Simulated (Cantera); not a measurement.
A closed system holds: 1 mol Si(CH3)4, 0.39 mol C2H4, 8.2 mol H2, 0.44 mol C2H2, held at 130 Pa.

These are equilibrium values from Cantera (NASA tables, ideal gas, pure condensed phases), not measurements of a reactor. Candidate condensed phases: C, C6H6, C7H8, C8H18, Si, SiC; 87 gas species. Equilibrium is a limit: real reactors are often held back by kinetics, nucleation or transport.

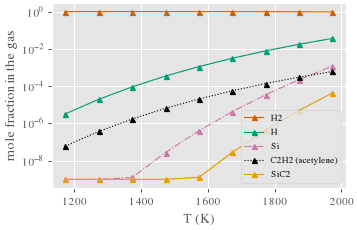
Equilibrium gas composition (values under 1e-9 drawn at 1e-9)

From 1173 K to 1973 K the condensed part is C(graphite) + SiC(s).
